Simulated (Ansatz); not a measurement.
# Ga(NH2)3 (GaN₃H₆): one molecule under many settings

Aim: run Ga(NH2)3 (GaN₃H₆) under a spread of inputs, and see what each costs and gives.

Computed with Ansatz 0.2.0, Gaussian basis. Level: the settings change from run to run.

## (1) The relaxed structure

The geometry comes from an earlier relaxation with PBE0-D4/def2-SVP; it is a stationary point, not always the lowest conformer.

10 atoms, charge 0, spin multiplicity 1.

Atoms are counted from 1 here; the program's logs count them from 0.

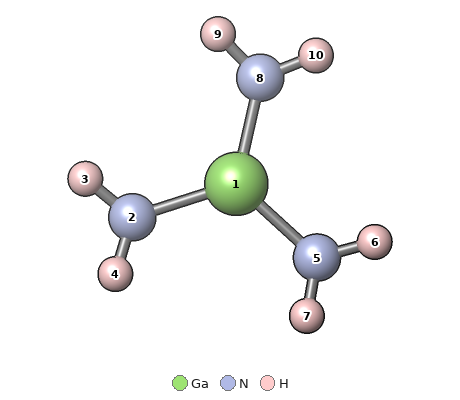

The structure; gallium green, nitrogen light blue, hydrogen pink; atoms are numbered from 1 in the order of the file.

## (2) HF/def2-mTZVPP

Set apart from the defaults: charge -1, multiplicity 2, finite nuclei, relativity set to scalar, the search for lower states set to off.

The input, in.yaml:

```yaml
crystal:
  periodic: [false, false, false]
  atoms:
    - {symbol: Ga, position_ang: [-0.000760, 0.000063, -0.043745]}
    - {symbol: N, position_ang: [1.815179, -0.009452, -0.120346]}
    - {symbol: H, position_ang: [2.361362, -0.848242, 0.023164]}
    - {symbol: H, position_ang: [2.370982, 0.819389, 0.042796]}
    - {symbol: N, position_ang: [-0.900826, 1.578798, -0.087537]}
    - {symbol: H, position_ang: [-1.894165, 1.642381, 0.090945]}
    - {symbol: H, position_ang: [-0.445422, 2.467710, 0.070702]}
    - {symbol: N, position_ang: [-0.918307, -1.568285, -0.104019]}
    - {symbol: H, position_ang: [-0.474470, -2.461968, 0.060541]}
    - {symbol: H, position_ang: [-1.913574, -1.620392, 0.067510]}
basis:
  gaussian: {orbitals: def2-mTZVPP, nuclear_model: gaussian}
total_charge: -1
magnetization: {spin_polarized: true, initial_magnetization: 1}
hamiltonian: {xc: {name: HF}, pseudopotentials: {relativity: scalar}}
scf: {lower_state_search: off}
output: {forces: true}
```

The run is started by

```
ansatz run in.yaml --threads 4 --pin off --events-out ev --progress --plain --max-ram 3916MiB
```

The program printed:

```text
Functional definition: HF
  name "HF"
  cite "Fock, Z. Phys. 61, 126 (1930) doi:10.1007/BF01340294"
  parent pbe
  exchange = exact_x
  correlation = 0
these checks for a lower state are left out or cut short: stability, starts, cluster_reference, orbital_swaps, neighbouring_geometries, increment
1265 factors; integrals over basis functions are off by at most 1.1e-3 eV
mean field evaluation 1: about -57283.7816 eV, gradient 2.5e1 eV
mean field evaluation 2: about -57283.7850 eV, gradient 2.5e1 eV
mean field evaluation 4: about -57286.6814 eV, gradient 2.8e0 eV
mean field evaluation 8: about -57286.9005 eV, gradient 5.3e-1 eV
mean field evaluation 16: about -57286.9612 eV, gradient 6.7e-5 eV
mean field -57286.96115458 eV, -2105.2569919339 hartree, gradient 2.6e-6 eV, S^2 0.755707; 0 other end points of the search recorded, 0 dependent functions left out
the calculation of the forces begins
reference -57286.96115458 eV, -2105.2569919339 hartree; 30, 29 occupied and 108, 109 virtual orbitals, 1265 factors
Total energy: -57286.96115458 eV, -2105.2569919339 hartree
Relativity: scalar
Atom 0 at    -0.000760     0.000063    -0.043745 Å, force     0.025783    -0.022329     3.614769 eV/Å
Atom 1 at     1.815179    -0.009452    -0.120346 Å, force     2.101651    -0.004065    -1.219291 eV/Å
Atom 2 at     2.361362    -0.848242     0.023164 Å, force    -0.388497     0.647607     0.009007 eV/Å
Atom 3 at     2.370982     0.819389     0.042796 Å, force    -0.400575    -0.645097    -0.004469 eV/Å
Atom 4 at    -0.900826     1.578798    -0.087537 Å, force    -1.057021     1.843522    -1.181301 eV/Å
Atom 5 at    -1.894165     1.642381     0.090945 Å, force     0.761306    -0.026603    -0.012414 eV/Å
Atom 6 at    -0.445422     2.467710     0.070702 Å, force    -0.366631    -0.662022     0.000645 eV/Å
Atom 7 at    -0.918307    -1.568285    -0.104019 Å, force    -1.077244    -1.821613    -1.200280 eV/Å
Atom 8 at    -0.474470    -2.461968     0.060541 Å, force    -0.357657     0.674235     0.000162 eV/Å
Atom 9 at    -1.913574    -1.620392     0.067510 Å, force     0.758885     0.016366    -0.006828 eV/Å
Dipole moment:    -0.001656     0.004428    -0.535919 e Å
Checks for a lower state left out: stability, starts, cluster_reference, orbital_swaps, neighbouring_geometries, increment
```

Run time: 1.6 s. Hardware: 4 threads of Arm Neoverse V2, shared host.

Largest force 3.615 eV/Å, ⟨S²⟩ 0.756.

## (3) PBE/STO-3G

Options: density fitting with def2-universal-jkfit.

Edit in.yaml of step 2 so:

```diff
@@ -14,7 +14,5 @@
 basis:
-  gaussian: {orbitals: def2-mTZVPP, nuclear_model: gaussian}
-total_charge: -1
-magnetization: {spin_polarized: true, initial_magnetization: 1}
-hamiltonian: {xc: {name: HF}, pseudopotentials: {relativity: scalar}}
-scf: {lower_state_search: off}
+  gaussian: {orbitals: STO-3G, fitting: {mean_field: def2-universal-jkfit}}
+hamiltonian: {xc: {name: PBE}}
+scf: {omitted_lower_state_checks: [starts]}
 output: {forces: true}
```

The command is unchanged.

The program printed:

```text
Functional definition: PBE
  name "PBE"
  cite "Perdew, Burke & Ernzerhof, Phys. Rev. Lett. 77, 3865 (1996) doi:10.1103/PhysRevLett.77.3865"
  parent pbe
  parameter kappa = 0.804
  parameter beta = 0.06672455060314922
  exchange = pbe_x(kappa = kappa, mu = beta*pi^2/3)
  correlation = pbe_c(beta = beta)
these checks for a lower state are left out or cut short: starts
605 factors; integrals over basis functions are off by at most 1.6e-2 eV
mean field evaluation 1: about -55166.8061 eV, gradient 3.5e2 eV
mean field evaluation 2: about -56089.1835 eV, gradient 8.7e1 eV
mean field evaluation 4: about -54993.2082 eV, gradient 5.7e2 eV
mean field evaluation 8: about -56137.8403 eV, gradient 1.1e2 eV
mean field evaluation 16: about -56257.9039 eV, gradient 3.6e-2 eV
mean field -56257.90386775 eV, -2067.4398341631 hartree, gradient 1.5e-5 eV, S^2 0.000000; 0 other end points of the search recorded, 0 dependent functions left out
the calculation of the forces begins
reference -56257.90389551 eV, -2067.4398351832 hartree; 29, 29 occupied and 10, 10 virtual orbitals, 605 factors
Total energy: -56257.90389551 eV, -2067.4398351832 hartree
Atom 0 at    -0.000760     0.000063    -0.043745 Å, force     0.013669     0.007463    -0.007161 eV/Å
Atom 1 at     1.815179    -0.009452    -0.120346 Å, force    -6.708852     0.043620    -0.468464 eV/Å
Atom 2 at     2.361362    -0.848242     0.023164 Å, force     0.999141    -1.338295     0.244532 eV/Å
Atom 3 at     2.370982     0.819389     0.042796 Å, force     1.013490     1.320035     0.269592 eV/Å
Atom 4 at    -0.900826     1.578798    -0.087537 Å, force     3.304953    -5.813271    -0.609015 eV/Å
Atom 5 at    -1.894165     1.642381     0.090945 Å, force    -1.646742     0.212291     0.299063 eV/Å
Atom 6 at    -0.445422     2.467710     0.070702 Å, force     0.663233     1.529704     0.269928 eV/Å
Atom 7 at    -0.918307    -1.568285    -0.104019 Å, force     3.370938     5.767776    -0.565931 eV/Å
Atom 8 at    -0.474470    -2.461968     0.060541 Å, force     0.643677    -1.535894     0.275033 eV/Å
Atom 9 at    -1.913574    -1.620392     0.067510 Å, force    -1.653507    -0.193430     0.292423 eV/Å
Dipole moment:     0.004122    -0.000384     0.256813 e Å
Checks for a lower state left out: starts
```

It took 0.6 s on 4 threads of Arm Neoverse V2, shared host.

Largest force 6.725 eV/Å, dipole 1.23 D.

## (4) B3LYP/6-31G*

This run has atoms shaken by 0.08 Å, density fitting with cc-pVTZ-jkfit, D4 dispersion, the search for lower states set to light.

The input, in.yaml:

```yaml
crystal:
  periodic: [false, false, false]
  atoms:
    - {symbol: Ga, position_ang: [0.143094, -0.091018, -0.097085]}
    - {symbol: N, position_ang: [1.696665, 0.075255, -0.150128]}
    - {symbol: H, position_ang: [2.307246, -0.878424, 0.180930]}
    - {symbol: H, position_ang: [2.184213, 0.839639, 0.085265]}
    - {symbol: N, position_ang: [-0.885491, 1.626225, -0.078046]}
    - {symbol: H, position_ang: [-1.951165, 1.606469, 0.030256]}
    - {symbol: H, position_ang: [-0.376600, 2.531340, 0.014900]}
    - {symbol: N, position_ang: [-0.924387, -1.546178, -0.084769]}
    - {symbol: H, position_ang: [-0.468848, -2.565314, 0.361834]}
    - {symbol: H, position_ang: [-1.960879, -1.665588, 0.005891]}
basis:
  gaussian: {orbitals: "6-31G*", fitting: {mean_field: cc-pVTZ-jkfit}}
hamiltonian: {xc: {name: B3LYP}, dispersion: d4}
scf: {lower_state_search: light}
```

Same command.

The program printed:

```text
Functional definition: B3LYP
  name "B3LYP"
  cite "Stephens, Devlin, Chabalowski & Frisch, J. Phys. Chem. 98, 11623 (1994) doi:10.1021/j100096a001"
  cite "Becke, Phys. Rev. A 38, 3098 (1988) doi:10.1103/PhysRevA.38.3098"
  cite "Lee, Yang & Parr, Phys. Rev. B 37, 785 (1988) doi:10.1103/PhysRevB.37.785"
  cite "Vosko, Wilk & Nusair, Can. J. Phys. 58, 1200 (1980) doi:10.1139/p80-159"
  parameter a0 = 0.2
  parameter ax = 0.72
  parameter ac = 0.81
  exchange = (1 - a0 - ax)*slater_x + ax*b88_x + a0*exact_x
  correlation = (1 - ac)*vwn_rpa_c + ac*lyp_c
624 factors; integrals over basis functions are off by at most 3.8e-2 eV
mean field evaluation 1: about -56918.7455 eV, gradient 9.9e1 eV
mean field evaluation 2: about -56865.3503 eV, gradient 1.6e2 eV
mean field evaluation 4: about -56937.4161 eV, gradient 1.2e1 eV
mean field evaluation 8: about -56937.7321 eV, gradient 6.8e-2 eV
mean field evaluation 16: about -56937.7325 eV, gradient 4.8e-5 eV
mean field -56937.73245040 eV, -2092.4230737709 hartree, gradient 4.8e-5 eV, S^2 0.000000; 0 other end points of the search recorded, 0 dependent functions left out
reference -56937.73270688 eV, -2092.4230831964 hartree; 29, 29 occupied and 63, 63 virtual orbitals, 624 factors
Total energy: -56938.02422813 eV, -2092.4337964047 hartree
```

Wall time 0.75 s (4 threads of Arm Neoverse V2, shared host).

## (5) wPBEh/STO-3G

Options: finite nuclei.

The input, in.yaml:

```yaml
crystal:
  periodic: [false, false, false]
  atoms:
    - {symbol: Ga, position_ang: [-0.000760, 0.000063, -0.043745]}
    - {symbol: N, position_ang: [1.815179, -0.009452, -0.120346]}
    - {symbol: H, position_ang: [2.361362, -0.848242, 0.023164]}
    - {symbol: H, position_ang: [2.370982, 0.819389, 0.042796]}
    - {symbol: N, position_ang: [-0.900826, 1.578798, -0.087537]}
    - {symbol: H, position_ang: [-1.894165, 1.642381, 0.090945]}
    - {symbol: H, position_ang: [-0.445422, 2.467710, 0.070702]}
    - {symbol: N, position_ang: [-0.918307, -1.568285, -0.104019]}
    - {symbol: H, position_ang: [-0.474470, -2.461968, 0.060541]}
    - {symbol: H, position_ang: [-1.913574, -1.620392, 0.067510]}
basis:
  gaussian: {orbitals: STO-3G, nuclear_model: gaussian}
hamiltonian: {xc: {name: wPBEh}}
output: {forces: true}
```

Same command.

The program printed:

```text
Functional definition: wPBEh
  name "wPBEh"
  cite "Heyd, Scuseria & Ernzerhof, J. Chem. Phys. 118, 8207 (2003) doi:10.1063/1.1564060"
  cite "Krukau, Vydrov, Izmaylov & Scuseria, J. Chem. Phys. 125, 224106 (2006) doi:10.1063/1.2404663"
  cite "Heyd & Scuseria, J. Chem. Phys. 120, 7274 (2004) doi:10.1063/1.1668634"
  cite "Ernzerhof & Perdew, J. Chem. Phys. 109, 3313 (1998) doi:10.1063/1.476928"
  cite "Perdew, Burke & Ernzerhof, Phys. Rev. Lett. 77, 3865 (1996) doi:10.1103/PhysRevLett.77.3865"
  parent pbe
  parameter a = 0.25
  parameter omega = 0.11/bohr
  exchange = wpbe_x - a*pbe_x_sr(omega) + a*exact_x_sr(omega)
  correlation = pbe_c
474 factors; integrals over basis functions are off by at most 3.3e-5 eV
78 factors; integrals over basis functions are off by at most 1.9e-7 eV
mean field evaluation 1: about -55335.0235 eV, gradient 5.4e2 eV
mean field evaluation 2: about -56052.4306 eV, gradient 1.5e2 eV
mean field evaluation 4: about -56020.4006 eV, gradient 1.4e2 eV
mean field evaluation 8: about -56233.8730 eV, gradient 8.6e1 eV
mean field evaluation 16: about -56262.3529 eV, gradient 1.7e-4 eV
mean field -56262.35285064 eV, -2067.6033312686 hartree, gradient 2.3e-5 eV, S^2 0.000000; 0 other end points of the search recorded, 0 dependent functions left out
the calculation of the forces begins
reference -56262.35287849 eV, -2067.6033322919 hartree; 29, 29 occupied and 10, 10 virtual orbitals, 474 factors
Total energy: -56262.35287849 eV, -2067.6033322919 hartree
Atom 0 at    -0.000760     0.000063    -0.043745 Å, force     0.012614     0.008128    -0.086231 eV/Å
Atom 1 at     1.815179    -0.009452    -0.120346 Å, force    -6.359364     0.039462    -0.280308 eV/Å
Atom 2 at     2.361362    -0.848242     0.023164 Å, force     0.711885    -0.893001     0.169665 eV/Å
Atom 3 at     2.370982     0.819389     0.042796 Å, force     0.721430     0.880105     0.184505 eV/Å
Atom 4 at    -0.900826     1.578798    -0.087537 Å, force     3.136700    -5.512861    -0.408888 eV/Å
Atom 5 at    -1.894165     1.642381     0.090945 Å, force    -1.121091     0.181087     0.205570 eV/Å
Atom 6 at    -0.445422     2.467710     0.070702 Å, force     0.420168     1.060261     0.187589 eV/Å
Atom 7 at    -0.918307    -1.568285    -0.104019 Å, force     3.197616     5.469285    -0.363725 eV/Å
Atom 8 at    -0.474470    -2.461968     0.060541 Å, force     0.406740    -1.064335     0.189200 eV/Å
Atom 9 at    -1.913574    -1.620392     0.067510 Å, force    -1.126698    -0.168131     0.202624 eV/Å
Dipole moment:     0.004288    -0.000462     0.273685 e Å
```

Wall time 0.8 s (4 threads of Arm Neoverse V2, shared host).

Largest force 6.366 eV/Å, dipole 1.31 D.

## (6) All runs side by side

```tsv
level	charge	multiplicity	geometry	functions	energy (eV)	time
HF/def2-mTZVPP	-1	2	relaxed	138	-57286.961	1.6 s
PBE/STO-3G	0	1	relaxed	39	-56257.904	0.6 s
B3LYP/6-31G*	0	1	shaken	92	-56938.024	0.75 s
wPBEh/STO-3G	0	1	relaxed	39	-56262.353	0.8 s
```

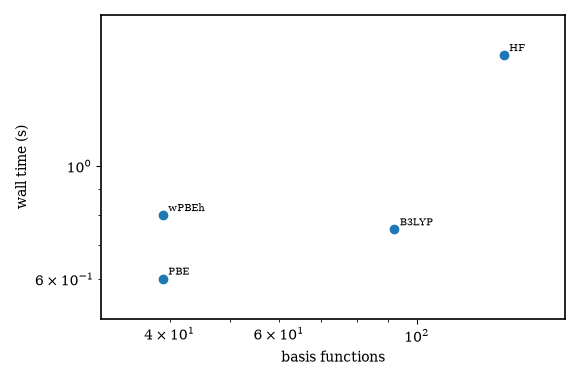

Wall time against the number of basis functions (shared host).

## (7) Outcome

| quantity | value |
| --- | --- |
| runs | 4 |
| quickest | PBE/STO-3G, 0.6 s |
| slowest | HF/def2-mTZVPP, 1.6 s |
| spread of total energies, same state and geometry | 4.4 eV |
| dipole, same state and geometry | 1.23 to 1.31 D |

In words: HF/def2-mTZVPP took 3 times as long as PBE/STO-3G. The jobs differ in tasks and options as well as level. The totals spread over 4 eV; they can't be compared across methods or bases. At the PBE0-D4/def2-SVP geometry and in the same state, runs without warnings or point charges leave forces up to 6.73 eV/Å (PBE/STO-3G).
